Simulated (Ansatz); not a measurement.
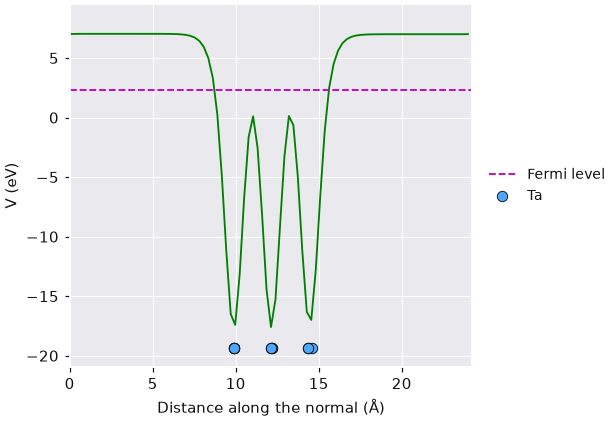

Plane-averaged electrostatic potential energy of an electron across the slab; circles at the bottom mark the heights of the atoms.

System: a (110) slab cut from Ta (Im-3m), 12 atoms in the cell, the slab at its places in the relaxed adsorbed structure.

```xyz
12
Lattice="5.6897 0.0000 0.0000 -1.8966 5.3643 0.0000 0.0000 0.0000 24.2511" Properties=species:S:1:pos:R:3 pbc="T T T"
Ta    0.9483    1.3411    8.0000
Ta    0.0000    4.0232    8.0000
Ta    3.7931    1.3411    8.0000
Ta    2.8448    4.0232    8.0000
Ta    1.8921    2.6851   10.2479
Ta    2.8470    0.0027   10.2743
Ta   -0.9502    2.6792   10.2763
Ta    0.0045   -0.0034   10.2483
Ta    2.8430    4.0219   12.4917
Ta    3.7922    1.3357   12.5386
Ta    0.0016    4.0264   12.7147
Ta    0.9449    1.3438   12.4915
```

Ansatz; DFT PBE+D3(BJ), scalar-relativistic, plane waves, PAW, no spin polarisation, 4×4×1 k mesh, 420 eV cutoff, Gaussian smearing of 0.1 eV.

### Read off the work function of each face.

The work function is 4.71 eV, the same on both faces. The two vacuum levels agree, so the slab has no net dipole along its normal.

### How thick are slab and vacuum?

The outermost atoms are 4.7 Å apart, which leaves 19.5 Å of vacuum in a cell 24.3 Å high.

The atoms aren't at rest in this cell (largest force 1.2 eV/Å), so the relaxed material can differ. Spin-orbit coupling is left out, which matters for Ta.
